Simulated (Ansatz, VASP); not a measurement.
# Cross-check of Cd2TeO between VASP and Ansatz, part 2 of 2

One calculation is typed for both programs; each brings its own data sets. How far apart do they land? The cell is invented: As first built, before any earlier steps moved the atoms (in the runner's words): it takes the CdTe structure with some of its atoms replaced by other elements, volume scaled by an estimate. It may not be a known or stable phase. The cell is taken from a series of VASP runs on this material, whose earlier steps may have relaxed, scaled or displaced it; both programs get it as it stands. Valence electrons are named where the data sets of a main pair hold unlike numbers.

VASP 6.6.1 and Ansatz 0.2.0.

So far: The starting structure; Ansatz: band structure, HSE06.

**3. VASP: band structure, HSE06**

Level of this step: HSE06; plane waves and PAW (Te, Cd, O); invented cell (VASP).

The same cell, functional, mesh and smearing now go to VASP, with its own data sets.

Lines of VASP's logs that name or quote its potential files are left out, and so is its time.

The run reads the wave functions of an earlier VASP run, which isn't shown here.

Input file INCAR:

```
SYSTEM = Cd2TeO
PREC = Accurate
ENCUT = 520
EDIFF = 1E-06
NELM = 100
ISMEAR = -1
SIGMA = 0.05
LREAL = .FALSE.
ALGO = Normal
LHFCALC = .TRUE.
AEXX = 0.25
GGA = PE
HFSCREEN = 0.2
LASPH = .TRUE.
NBANDS = 24
PRECFOCK = Fast
LORBIT = 11
LWAVE = .FALSE.
LCHARG = .FALSE.
KPAR = 2
```

Input file POSCAR:

```
Cd2TeO
1.0
    4.2550536862      0.0000000000      0.0000000000
    0.0000000000      4.2550536862      0.0000000000
    0.0000000000      0.0000000000      5.8821187959
Te Cd O
1 2 1
Direct
    0.0000000000      0.0000000000      0.5000000000
    0.0000000000      0.5000000000      0.1755364129
    0.5000000000      0.0000000000      0.8244635871
    0.5000000000      0.5000000000      0.0000000000
```

Input file KPOINTS:

```
Automatic mesh
0
Gamma
3 3 3
0 0 0
```

Input file KPOINTS_OPT:

```
Line mode
6
Line-mode
Reciprocal
  0.00000000   0.00000000   0.00000000 GAMMA
  0.00000000   0.50000000   0.00000000 X

  0.00000000   0.50000000   0.00000000 X
  0.50000000   0.50000000   0.00000000 M

  0.50000000   0.50000000   0.00000000 M
  0.00000000   0.00000000   0.00000000 GAMMA

  0.00000000   0.00000000   0.00000000 GAMMA
  0.00000000   0.00000000   0.50000000 Z

  0.00000000   0.00000000   0.50000000 Z
  0.00000000   0.50000000   0.50000000 R

  0.00000000   0.50000000   0.50000000 R
  0.50000000   0.50000000   0.50000000 A

  0.50000000   0.50000000   0.50000000 A
  0.00000000   0.00000000   0.50000000 Z

  0.00000000   0.50000000   0.00000000 X
  0.00000000   0.50000000   0.50000000 R

  0.50000000   0.50000000   0.00000000 M
  0.50000000   0.50000000   0.50000000 A
```

The projector-augmented-wave data sets are Te, Cd and O (PBE family, release 64).

The run is started by

```sh
mpirun -np 2 vasp_std
```

Numbers of over 12 decimals in the logs are rounded to 6 here.

Output:

```text
[banner, memory and clock lines left out]
running    2 mpi-ranks, on    1 nodes
 distrk:  each k-point on    1 cores,    2 groups
 distr:  one band on    1 cores,    1 groups

 POSCAR found type information on POSCAR TeCdO
 POSCAR found :  3 types and       4 ions
 LDA part: xc-table for (Slater+PW92), standard interpolation
 found WAVECAR, reading the header
 POSCAR, INCAR and KPOINTS ok, starting setup
 FFT: planning ... GRIDC
 FFT: planning ... GRID_SOFT
 FFT: planning ... GRID
 reading WAVECAR
 the WAVECAR file was read successfully
 initial charge from wavefunction
 entering main loop
       N       E                     dE             d eps       ncg     rms          rms(c)
DAV:   1    -0.150001521931E+02   -0.15000E+02   -0.16884E+00   288   0.898E+00    0.872E+00
DAV:   2    -0.150053140795E+02   -0.51619E-02   -0.12994E-01   336   0.291E+00    0.629E+00
DAV:   3    -0.150028093491E+02    0.25047E-02   -0.20352E-02   376   0.110E+00    0.403E+00
DAV:   4    -0.150012944432E+02    0.15149E-02   -0.26137E-03   336   0.469E-01    0.236E+00
DAV:   5    -0.150010684020E+02    0.22604E-03   -0.13060E-03   304   0.221E-01    0.140E+00
DAV:   6    -0.150009365385E+02    0.13186E-03   -0.11906E-04   344   0.867E-02    0.856E-01
DAV:   7    -0.150009209048E+02    0.15634E-04   -0.60352E-05   328   0.460E-02    0.510E-01
DAV:   8    -0.150009116183E+02    0.92864E-05   -0.13862E-05   320   0.293E-02    0.300E-01
DAV:   9    -0.150009101712E+02    0.14471E-05   -0.62737E-06   328   0.160E-02    0.178E-01
DAV:  10    -0.150009098857E+02    0.28553E-06   -0.82430E-07   208   0.701E-03
   1 F= -.15000910E+02 E0= -.14994279E+02  d E =-.132609E-01
 Start KPOINTS_OPT (optional k-point list driver)
k-point batch [1-6\54]
       N       E                     dE             ncg
DAV:   1     0.505698673142E+03   -0.19977E+04      288
DAV:   2    -0.125454347088E+04   -0.17602E+04      320
DAV:   3    -0.137905876493E+04   -0.12452E+03      352
DAV:   4    -0.138254774105E+04   -0.34890E+01      384
DAV:   5    -0.138257886825E+04   -0.31127E-01      352
DAV:   6    -0.138257936033E+04   -0.49208E-03      408
DAV:   7    -0.138257936999E+04   -0.96610E-05      320
DAV:   8    -0.138257937025E+04   -0.25220E-06      232
[...]
k-point batch [49-54\54]
       N       E                     dE             ncg
DAV:   1     0.383480787205E+03   -0.69527E+04      288
DAV:   2    -0.131126608258E+04   -0.16947E+04      336
DAV:   3    -0.142284674835E+04   -0.11158E+03      328
DAV:   4    -0.142532594556E+04   -0.24792E+01      384
DAV:   5    -0.142534665829E+04   -0.20713E-01      344
DAV:   6    -0.142534691514E+04   -0.25685E-03      424
DAV:   7    -0.142534691797E+04   -0.28249E-05      240
DAV:   8    -0.142534691800E+04   -0.29962E-07      232
```

OUTCAR, selected parts (step 3):

```text
ion  position               nearest neighbor table
   1  0.000  0.000  0.500-   2 2.86   3 2.86   2 2.86   3 2.86
   2  0.000  0.500  0.176-   4 2.36   4 2.36   1 2.86   1 2.86   3 3.65   3 3.65   3 3.65   3 3.65

  LATTYP: Found a simple tetragonal cell.
 ALAT       =     4.2550536862
 C/A-ratio  =     1.3823841553

 Subroutine GETGRP returns: Found  8 space group operations
 (whereof  8 operations were pure point group operations)

The static configuration has the point symmetry D_2d.

 Found      6 irreducible k-points:

   k-points           NKPTS =      6   k-points in BZ     NKDIM =     27   number of bands    NBANDS=     24

   dimension x,y,z NGX =    32 NGY =   32 NGZ =   48
   dimension x,y,z NGXF=    64 NGYF=   64 NGZF=   96

   ENCUT  =  520.0 eV  38.22 Ry    6.18 a.u.   7.91  7.91 10.94*2*pi/ulx,y,z

   NELECT =      36.0000    total number of electrons

 k-points in reciprocal lattice and weights: Automatic mesh
   0.00000000  0.00000000  0.00000000       0.037
   0.33333333  0.00000000  0.00000000       0.148
   0.33333333  0.33333333  0.00000000       0.148
   0.00000000  0.00000000  0.33333333       0.074
   0.33333333  0.00000000  0.33333333       0.296
   0.33333333  0.33333333  0.33333333       0.296

  exchange ACFDT corr.  =         0.00000000  see jH, gK, PRB 81, 115126

 average (electrostatic) potential at core
       1 -88.0669       2 -33.1201       3 -33.1201       4 -66.5874

 E-fermi :   1.1782

 k-point     1 :       0.0000    0.0000    0.0000
  band No.  band energies     occupation
    ...
     15      -1.6721      2.00000
     16       0.1166      2.00000
     17       0.6516      1.99995
     18       0.9906      1.95414
     19       0.9906      1.95414
     20       5.6913      0.00000
     21       5.8096      0.00000
     22       8.8928      0.00000
     23       8.8928      0.00000
     24       9.0833      0.00000

 k-point     2 :       0.3333    0.0000    0.0000
  band No.  band energies     occupation
    ...
     14      -2.3545      2.00000
     15      -1.4333      2.00000
     16      -1.3938      2.00000
     17      -0.5663      2.00000
     18       1.0451      1.86950
     19       2.9282      0.00000
     20       5.5658      0.00000
     21       6.4346      0.00000
     22       6.9525      0.00000
     23       9.1230      0.00000
    ...

 k-point     3 :       0.3333    0.3333    0.0000
  band No.  band energies     occupation
    ...
     14      -2.7305      2.00000
     15      -1.7504      2.00000
     16      -1.1462      2.00000
     17      -0.6945      2.00000
     18      -0.3587      2.00000
     19       3.6854      0.00000
     20       5.9250      0.00000
     21       6.0952      0.00000
     22       6.1106      0.00000
     23       7.8685      0.00000
    ...

  energy-cutoff  :      520.00
  volume of cell :      106.50
      direct lattice vectors                 reciprocal lattice vectors
     4.255053686  0.000000000  0.000000000     0.235014661  0.000000000  0.000000000
     0.000000000  4.255053686  0.000000000     0.000000000  0.235014661  0.000000000
     0.000000000  0.000000000  5.882118796     0.000000000  0.000000000  0.170006767

 POSITION                                       TOTAL-FORCE (eV/Angst)
 -----------------------------------------------------------------------------------
      0.00000      0.00000      2.94106        -0.000000      0.000000      0.000000
      0.00000      2.12753      1.03253        -0.000000      0.000000     -0.087547
      2.12753      0.00000      4.84959        -0.000000      0.000000      0.087547
      2.12753      2.12753      0.00000         0.000000     -0.000000      0.000000
 -----------------------------------------------------------------------------------
    total drift:                                0.000000      0.000000     -0.000005

  FREE ENERGIE OF THE ION-ELECTRON SYSTEM (eV)
  ---------------------------------------------------
  free  energy   TOTEN  =       -15.0009098857 eV

  energy  without entropy=      -14.9876489801  energy(sigma->0) =      -14.99427943

 total charge
# of ion       s       p       d       tot
------------------------------------------
    1        1.314   2.216   0.015   3.545
    2        0.372   0.233   9.609  10.214
    3        0.372   0.233   9.609  10.214
    4        1.569   3.315   0.000   4.884
--------------------------------------------------
tot          3.628   5.996  19.234  28.857

[... 3 further parts left out ...]
```

The k-mesh is coarse for exact exchange; levels may shift by about 0.1 eV on a finer one. The k-mesh is coarse for a metal. Spin-orbit coupling is off here; with elements this heavy it splits and shifts levels by tenths of an eV or more.

**4. Differences**

Known differences besides the potentials themselves: exact exchange at q = 0 is treated differently, which shows on coarse meshes; VASP keeps PBE cores, Ansatz makes them for the functional; the data sets hold 62 valence electrons in Ansatz (on its default PAW (the set named soft_2) files) and 36 in VASP; the cutoff is 420 eV in Ansatz and 520 eV in VASP; VASP takes a coarser grid for exact exchange (PRECFOCK = Fast). Total energies have different zeros and are not compared.

Forces (eV/Å; atoms numbered as in POSCAR):

| atom | Ansatz x, y, z | VASP x, y, z |
| --- | --- | --- |
| Te1 | 0.000, 0.000, 0.000 | 0.000, 0.000, 0.000 |
| Cd2 | 0.000, 0.000, -0.128 | 0.000, 0.000, -0.088 |
| Cd3 | 0.000, 0.000, 0.128 | 0.000, 0.000, 0.088 |
| O4 | 0.000, 0.000, 0.000 | 0.000, 0.000, 0.000 |

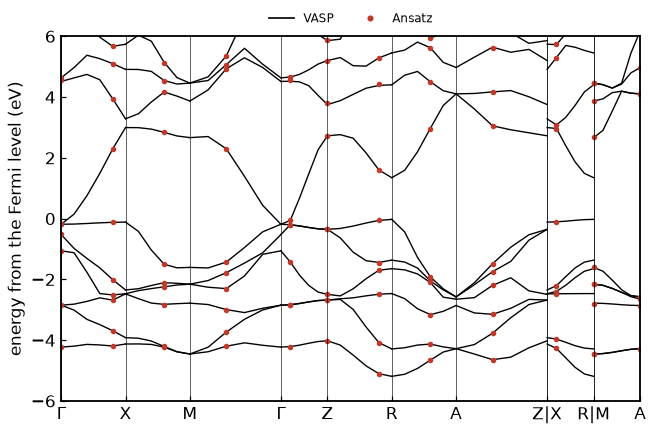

Bands from VASP (lines) and levels from Ansatz (dots). Dots without a line are higher empty bands that the VASP plot leaves out.

The forces differ by 16 meV/Å r.m.s., which is 45.9 % of the r.m.s. force of 0.036 eV/Å (both taken over all components). Levels from 3 eV below to 2 eV above the Fermi level differ by 7 meV r.m.s. and 28 meV at most; each VASP level is matched to the nearest of Ansatz, which flatters the figure a little.

**5. Further runs**

Further runs change the set-up of one program: Ansatz's method, potentials or start, or VASP's data sets, cutoff or form of LDA. The table gives that difference for each run.

| run | r.m.s. force difference (meV/Å) |
| --- | --- |
| as above | 16 |
| cores kept as stored | 16 |

**6. Outcome**

| Item | Value |
| --- | --- |
| r.m.s. force difference (band structure, HSE06) | 16 meV/Å |

What this shows: The r.m.s. force difference is 16 meV/Å (band structure, HSE06), beyond the 12 meV/Å picked in this series as the mark of a large difference. The data sets hold unlike numbers of valence electrons (62 in Ansatz and 36 in VASP), so part of the differences comes from the potentials. For band structure, HSE06, no further run moves any of the tabulated differences by more than a quarter of its size. 2 further runs of this series are not shown here. How closely two codes agree says nothing of how well the functional describes the real material.

[Lines on the potential files, build, host, timing and source positions are cut from VASP's logs without a mark.]

[Logs are printed without paths, hosts, clocks, repeated set-up lines and the standing remarks that a program may print on its own settings, such as how far it seeks lower states.]

[Hosts, paths, dates, database ids (printed as entryN), source tags and the programs' standing remarks are cut or masked in the printed files.]
